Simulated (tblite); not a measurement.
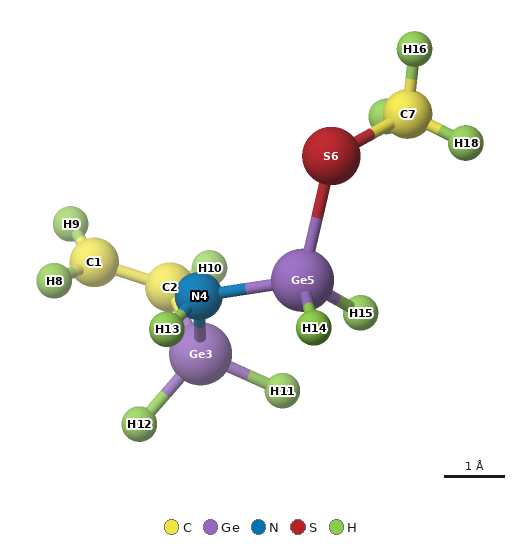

Fig. 1: The input geometry (ball-and-stick view, seen at a tilt; atoms are numbered from 1 in the order of the input). Sticks mark near contacts.

# C3H11Ge2NS: geometry relaxation

The run: geometry relaxation of C3H11Ge2NS, SMILES C=[CH][GeH2][NH][GeH2][S]C. Method and program: GFN2-xTB geometry optimisation, gas phase (tblite 0.8.0).

It belongs to a series of runs on one base structure; here: H on Ge replaced by SCH3.

### Output
```
step      E/eV     max force
  0    -598.74173    1.732
  1    -598.90980    1.213
  2    -598.97018    1.238
  3    -599.01389    0.800
  4    -599.06307    0.568
  5    -599.09713    0.615
  6    -599.12859    0.494
  7    -599.15285    0.344
  8    -599.17237    0.337
  9    -599.19605    0.593
 10    -599.23094    0.770
 11    -599.26903    0.681
 12    -599.30205    0.418
 13    -599.30854    0.995
 14    -599.34084    0.417
 15    -599.35234    0.250
 16    -599.37364    0.243
 17    -599.37840    0.275
 18    -599.38704    0.242
 19    -599.39262    0.174
 20    -599.39820    0.137
 21    -599.40123    0.161
 22    -599.40393    0.173
 23    -599.40643    0.135
 24    -599.40852    0.100
 25    -599.41005    0.087
 26    -599.41124    0.087
 27    -599.41236    0.070
 28    -599.41346    0.079
 29    -599.41439    0.067
 30    -599.41519    0.060
 31    -599.41604    0.071
 32    -599.41720    0.094
 33    -599.41870    0.107
 34    -599.42020    0.095
 35    -599.42129    0.061
 36    -599.42197    0.057
 37    -599.42260    0.068
 38    -599.42343    0.081
 39    -599.42441    0.086
 40    -599.42545    0.069
 41    -599.42643    0.073
 42    -599.42742    0.083
 43    -599.42854    0.113
 44    -599.43002    0.108
 45    -599.43147    0.088
 46    -599.43273    0.091
 47    -599.43387    0.081
 48    -599.43517    0.104
 49    -599.43677    0.132
 50    -599.43836    0.113
 51    -599.43949    0.085
 52    -599.44034    0.110
 53    -599.44121    0.081
 54    -599.44312    0.094
 55    -599.44458    0.106
 56    -599.44657    0.112
 57    -599.44822    0.110
 58    -599.45018    0.100
 59    -599.45242    0.134
 60    -599.45549    0.168
 61    -599.45784    0.173
 62    -599.46232    0.135
 63    -599.46739    0.154
 64    -599.47115    0.159
 65    -599.47556    0.184
 66    -599.47834    0.195
 67    -599.48247    0.176
 68    -599.48753    0.205
 69    -599.49161    0.111
 70    -599.49523    0.132
 71    -599.49738    0.165
 72    -599.49901    0.131
 73    -599.50058    0.073
 74    -599.50229    0.074
 75    -599.50326    0.093
 76    -599.50439    0.070
 77    -599.50557    0.100
 78    -599.50687    0.093
 79    -599.50870    0.098
 80    -599.51094    0.100
 81    -599.51274    0.089
 82    -599.51421    0.088
 83    -599.51573    0.083
 84    -599.51740    0.087
 85    -599.51892    0.071
 86    -599.51989    0.087
 87    -599.52063    0.054
 88    -599.52130    0.046
 89    -599.52196    0.047
 90    -599.52218    0.038
 91    -599.52243    0.037
 92    -599.52261    0.038
 93    -599.52285    0.045
 94    -599.52308    0.040
 95    -599.52330    0.032
 96    -599.52348    0.031
 97    -599.52365    0.030
 98    -599.52384    0.042
 99    -599.52415    0.058
100    -599.52468    0.063
101    -599.52547    0.071
102    -599.52633    0.065
103    -599.52698    0.056
104    -599.52736    0.064
105    -599.52767    0.064
106    -599.52804    0.051
107    -599.52841    0.044
108    -599.52878    0.057
109    -599.52921    0.072
110    -599.52974    0.081
111    -599.53049    0.090
112    -599.53122    0.083
113    -599.53235    0.077
114    -599.53335    0.063
115    -599.53397    0.068
116    -599.53407    0.094
117    -599.53504    0.070
118    -599.53559    0.067
119    -599.53721    0.077
120    -599.53782    0.084
121    -599.53853    0.068
122    -599.53897    0.063
123    -599.53943    0.057
124    -599.53989    0.055
125    -599.54038    0.059
126    -599.54086    0.073
127    -599.54138    0.071
128    -599.54201    0.056
129    -599.54274    0.049
130    -599.54334    0.065
131    -599.54453    0.096
132    -599.54557    0.130
133    -599.54659    0.107
134    -599.54748    0.078
135    -599.54809    0.062
136    -599.54877    0.061
137    -599.54972    0.069
138    -599.55041    0.054
139    -599.55089    0.044
140    -599.55113    0.055
141    -599.55116    0.114
142    -599.55186    0.056
143    -599.55226    0.032
144    -599.55271    0.031
145    -599.55300    0.037
146    -599.55326    0.035
147    -599.55349    0.040
148    -599.55367    0.037
149    -599.55381    0.028
150    -599.55391    0.023
151    -599.55400    0.021
152    -599.55412    0.020
153    -599.55423    0.021
154    -599.55434    0.026
155    -599.55443    0.021
156    -599.55449    0.021
157    -599.55455    0.024
158    -599.55462    0.023
159    -599.55470    0.022
160    -599.55478    0.020
161    -599.55484    0.022
162    -599.55492    0.026
163    -599.55503    0.025
164    -599.55518    0.036
165    -599.55537    0.033
166    -599.55552    0.025
167    -599.55561    0.019
168    -599.55565    0.013
169    -599.55569    0.014
170    -599.55573    0.015
171    -599.55579    0.021
172    -599.55585    0.020
173    -599.55591    0.016
174    -599.55598    0.017
175    -599.55605    0.021
176    -599.55612    0.030
177    -599.55619    0.028
178    -599.55625    0.019
179    -599.55631    0.019
180    -599.55637    0.017
181    -599.55642    0.025
182    -599.55647    0.021
183    -599.55655    0.018
184    -599.55663    0.022
185    -599.55678    0.028
186    -599.55694    0.036
187    -599.55710    0.031
188    -599.55723    0.024
189    -599.55734    0.019
190    -599.55744    0.025
191    -599.55754    0.020
192    -599.55760    0.025
193    -599.55766    0.019
194    -599.55769    0.014
195    -599.55772    0.011
196    -599.55774    0.008
```

### Trajectory as extended XYZ (Å, eV, eV/Å), 6 of the 197 frames kept, from step=0 to step=196
```
18
Properties=species:S:1:pos:R:3:forces:R:3 step=0 energy=-598.74173
C    -2.7380    1.5225    0.8691    0.4710   0.7980  -0.7920
C    -2.0739    1.4340   -0.2933   -0.5600   0.0790   1.3860
Ge   -1.8208   -0.3400   -0.9832   -0.8570  -0.2410  -0.6360
N    -0.6791   -1.2831    0.1269   -0.6460  -1.5880  -0.2490
Ge    0.9447   -1.5281   -0.7502    0.0400  -0.1820  -0.7610
S     2.6705   -0.8518    0.4033    0.3880  -0.6480   1.1740
C     3.6201    0.4958   -0.3145    0.3950   1.5660  -0.2290
H    -3.1153    0.6445    1.3519   -0.0860  -0.1760   0.1440
H    -2.9318    2.4807    1.3540    0.0450  -0.3380  -0.1000
H    -1.6947    2.3212   -0.7617    0.0850   0.1780  -0.1390
H    -1.2953   -0.2937   -2.4225   -0.1210  -0.0430   0.1390
H    -3.2498   -0.9928   -1.0418    0.7020   0.0510   0.1340
H    -1.1219   -2.2262    0.3351    0.8000   1.4510  -0.1350
H     1.1053   -3.0629   -1.0353   -0.0210   0.5440   0.0850
H     0.9095   -0.7322   -2.1032    0.1020  -0.3420   0.3570
H     4.4415    0.7971    0.3973   -0.9020  -0.6550  -0.5820
H     2.9442    1.3767   -0.3873    0.5230  -0.5190  -0.2390
H     4.0762    0.2447   -1.2857   -0.3570   0.0650   0.4410
18
Properties=species:S:1:pos:R:3:forces:R:3 step=39 energy=-599.42441
C    -2.7348    1.5832    0.9356    0.0260  -0.0010   0.0040
C    -2.0566    1.3988   -0.1857   -0.0320  -0.0080  -0.0070
Ge   -1.9229   -0.3405   -1.0846    0.0330  -0.0160   0.0140
N    -0.6280   -1.4442   -0.4175   -0.0060  -0.0100  -0.0110
Ge    1.1227   -1.5685   -0.8757   -0.0770  -0.0100   0.0380
S     2.4421   -0.7406    0.7058   -0.0250  -0.0610   0.0450
C     3.4080    0.4570   -0.2724    0.0300   0.0610  -0.0210
H    -3.2548    0.7685    1.4195    0.0020   0.0220  -0.0320
H    -2.8028    2.5444    1.4250    0.0080  -0.0200  -0.0020
H    -1.5500    2.2397   -0.6455    0.0240  -0.0340   0.0310
H    -1.5493   -0.1856   -2.5293   -0.0100   0.0210  -0.0430
H    -3.1873   -1.1441   -0.9362   -0.0340   0.0220   0.0130
H    -0.8209   -1.7739    0.5181   -0.0070  -0.0100  -0.0010
H     1.3932   -3.0422   -1.0995    0.0450   0.0030   0.0100
H     1.3279   -0.8156   -2.1693   -0.0180   0.0090   0.0020
H     4.2439    0.7555    0.3496    0.0370  -0.0140   0.0160
H     2.7944    1.3228   -0.4952   -0.0330   0.0360  -0.0460
H     3.7664   -0.0085   -1.1840    0.0380   0.0090  -0.0110
18
Properties=species:S:1:pos:R:3:forces:R:3 step=78 energy=-599.50687
C    -2.5926    1.6052    0.9081    0.0150  -0.0130   0.0040
C    -1.7402    1.1800   -0.0099    0.0070   0.0210   0.0120
Ge   -2.0048   -0.4256   -1.0881    0.0170   0.0340   0.0130
N    -0.7524   -1.6870   -0.6268   -0.0230  -0.0230  -0.0050
Ge    1.0300   -1.4313   -0.8269   -0.0540   0.0670  -0.0340
S     1.9860   -0.1489    0.7175    0.0480   0.0350  -0.0450
C     3.3119    0.5718   -0.3215   -0.0250  -0.0270   0.0150
H    -3.5506    1.1240    1.0339   -0.0130  -0.0070   0.0420
H    -2.3864    2.4375    1.5660   -0.0080   0.0090  -0.0730
H    -0.7808    1.6729   -0.1255   -0.0100   0.0180   0.0400
H    -1.7636   -0.2024   -2.5565   -0.0140   0.0090   0.0110
H    -3.3427   -1.0749   -0.8425    0.0300  -0.0010  -0.0230
H    -1.0143   -2.2215    0.1890    0.0500  -0.0280   0.0060
H     1.6547   -2.8086   -0.8822    0.0330  -0.0190   0.0040
H     1.2227   -0.7262   -2.1516   -0.0250  -0.0520  -0.0230
H     4.0153    1.0432    0.3574   -0.0600   0.0180  -0.0070
H     2.8839    1.3075   -0.9983    0.0370  -0.0210   0.0510
H     3.8150   -0.2094   -0.8831   -0.0050  -0.0200   0.0130
18
Properties=species:S:1:pos:R:3:forces:R:3 step=118 energy=-599.53559
C    -2.6704    1.6282    0.9511    0.0050  -0.0280   0.0000
C    -1.7810    1.1575    0.0927   -0.0160   0.0040  -0.0110
Ge   -2.0381   -0.4250   -1.0234   -0.0010  -0.0160   0.0230
N    -0.7376   -1.6947   -0.7331    0.0070   0.0110  -0.0040
Ge    1.0320   -1.3795   -0.9551   -0.0230  -0.0020  -0.0040
S     1.8339    0.0968    0.5033    0.0030  -0.0030  -0.0100
C     3.4118    0.5373   -0.3039   -0.0410  -0.0140   0.0110
H    -3.6358    1.1601    1.0699   -0.0070   0.0130   0.0060
H    -2.4768    2.4950    1.5658   -0.0190  -0.0140  -0.0010
H    -0.8175    1.6454    0.0096    0.0340   0.0180  -0.0070
H    -1.9185   -0.1119   -2.4904    0.0320   0.0040   0.0030
H    -3.3497   -1.1168   -0.7551    0.0210  -0.0180   0.0080
H    -0.9297   -2.3061    0.0472   -0.0600   0.0140   0.0270
H     1.7135   -2.7322   -0.8278    0.0160   0.0550  -0.0170
H     1.2097   -0.8448   -2.3579    0.0230   0.0060  -0.0010
H     3.9220    1.2100    0.3767   -0.0050   0.0060   0.0040
H     3.2131    1.0386   -1.2454    0.0040   0.0120  -0.0330
H     4.0104   -0.3518   -0.4653    0.0270  -0.0460   0.0040
18
Properties=species:S:1:pos:R:3:forces:R:3 step=157 energy=-599.55455
C    -2.8155    1.5539    1.0088   -0.0010   0.0070  -0.0080
C    -1.9089    1.1878    0.1179   -0.0030  -0.0050  -0.0050
Ge   -2.0663   -0.3958   -1.0158   -0.0120   0.0110   0.0060
N    -0.7107   -1.6000   -0.7132   -0.0010   0.0010  -0.0030
Ge    1.0232   -1.2067   -1.0518    0.0050  -0.0090   0.0000
S     1.8162    0.4188    0.2344   -0.0070   0.0000   0.0090
C     3.5599    0.3768   -0.2961    0.0030  -0.0010   0.0030
H    -3.7351    1.0018    1.1319    0.0010  -0.0040   0.0040
H    -2.6896    2.4192    1.6425   -0.0010  -0.0050   0.0030
H    -0.9916    1.7582    0.0231   -0.0010  -0.0050   0.0040
H    -1.9360   -0.0753   -2.4791    0.0020  -0.0020   0.0040
H    -3.3377   -1.1621   -0.7511    0.0160   0.0000  -0.0080
H    -0.8416   -2.1448    0.1279   -0.0070   0.0060   0.0000
H     1.8213   -2.4834   -0.8504   -0.0030   0.0090   0.0030
H     1.1156   -0.7890   -2.5022   -0.0070  -0.0110   0.0030
H     4.0261    1.2631    0.1194    0.0120   0.0100   0.0070
H     3.6189    0.3984   -1.3798    0.0090   0.0070  -0.0210
H     4.0430   -0.5144    0.0925   -0.0060  -0.0090  -0.0020
18
Properties=species:S:1:pos:R:3:forces:R:3 step=196 energy=-599.55774
C    -2.8477    1.5321    1.0155    0.0000  -0.0020   0.0000
C    -1.9352    1.2000    0.1175    0.0050  -0.0030   0.0000
Ge   -2.0544   -0.3761   -1.0303    0.0010   0.0030   0.0000
N    -0.7116   -1.5797   -0.6735    0.0060   0.0010  -0.0050
Ge    1.0279   -1.2175   -1.0193    0.0030  -0.0070   0.0020
S     1.8287    0.4717    0.1778    0.0000  -0.0050  -0.0040
C     3.5752    0.3820   -0.3391   -0.0030   0.0030  -0.0020
H    -3.7546    0.9580    1.1318   -0.0030   0.0000  -0.0020
H    -2.7385    2.3882    1.6644   -0.0020   0.0020   0.0010
H    -1.0292    1.7896    0.0320   -0.0030  -0.0020   0.0000
H    -1.8689   -0.0582   -2.4875    0.0020   0.0040   0.0010
H    -3.3308   -1.1469   -0.8140   -0.0040  -0.0010   0.0030
H    -0.8538   -2.0856    0.1896   -0.0010   0.0010   0.0040
H     1.8195   -2.4804   -0.7280   -0.0020   0.0010   0.0030
H     1.1274   -0.9027   -2.4942   -0.0030   0.0040  -0.0010
H     4.0934    1.1652    0.2034    0.0020   0.0010  -0.0010
H     3.6547    0.5545   -1.4084    0.0020  -0.0020   0.0030
H     3.9891   -0.5877   -0.0788   -0.0010   0.0010  -0.0010
```

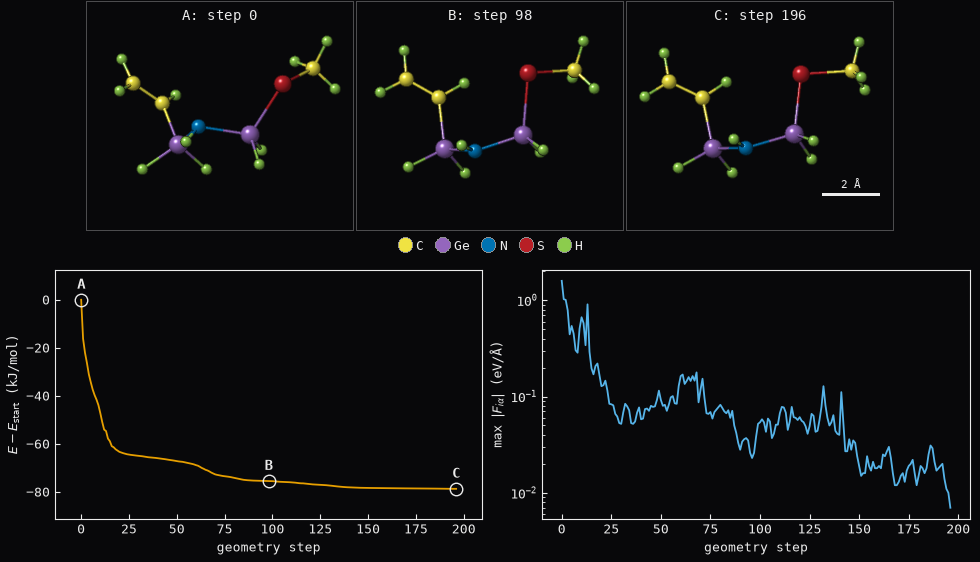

Fig. 2: Frames of the relaxation (ball-and-stick view, seen at a tilt) above the curves, on which the letters mark them (steps are counted from 0).

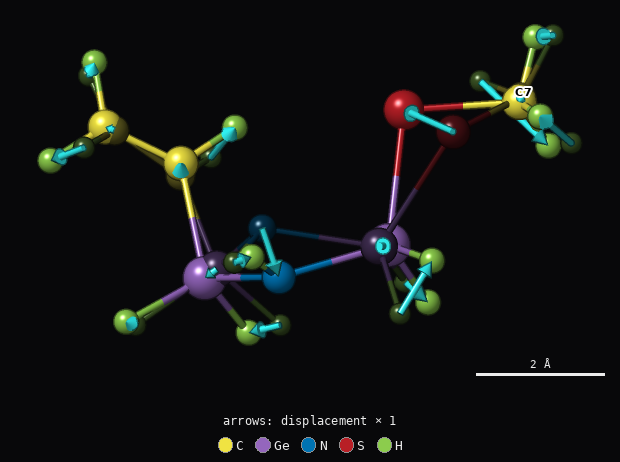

Fig. 3: Start (faint) and end (solid) with the displacements as teal arrows, at true length (ball-and-stick view, seen at a tilt). The two geometries are laid on each other by the best rigid fit. The atom that moves furthest after the best rigid fit is S6 (1.59 Å). By element the largest moves are S 1.59 Å, H 1.50 Å, N 0.83 Å, C 0.45 Å, Ge 0.39 Å. Distances before and after: Ge3–H12 1.572 → 1.507 Å, N4–H13 1.062 → 1.010 Å, N4–Ge5 1.862 → 1.810 Å, Ge5–H14 1.569 → 1.519 Å. Among the angles that change: Ge5–S6–C7 116.0° → 98.9°, Ge3–N4–Ge5 108.8° → 122.3°, C1–C2–Ge3 115.9° → 124.0°. The energy falls by 78.7 kJ/mol in 196 geometry steps. The largest force component goes from 1.6 to 0.007 eV/Å. (Atoms are counted from 1 in the order of the input.)

This output came from the following input.

### Input file
```
{"job": {"kind": "relax", "xc": "GFN2-xTB", "basis": "xTB"}, "charge": 0, "multiplicity": 1}
C     -2.738000     1.522500     0.869100
C     -2.073900     1.434000    -0.293300
Ge    -1.820800    -0.340000    -0.983200
N     -0.679100    -1.283100     0.126900
Ge     0.944700    -1.528100    -0.750200
S      2.670500    -0.851800     0.403300
C      3.620100     0.495800    -0.314500
H     -3.115300     0.644500     1.351900
H     -2.931800     2.480700     1.354000
H     -1.694700     2.321200    -0.761700
H     -1.295300    -0.293700    -2.422500
H     -3.249800    -0.992800    -1.041800
H     -1.121900    -2.226200     0.335100
H      1.105300    -3.062900    -1.035300
H      0.909500    -0.732200    -2.103200
H      4.441500     0.797100     0.397300
H      2.944200     1.376700    -0.387300
H      4.076200     0.244700    -1.285700
```

The first line tells a small driver script what to run in tblite; the rest is the geometry in Å.

Command:
```bash
OMP_NUM_THREADS=1 python <driver script> task.json out
```

### Key numbers

```tsv
quantity	value
outcome	converged
total energy	−599.5577 eV
hardware	1 CPU thread, shared host
wall time	1.8 s
peak memory	0.18 GiB
```
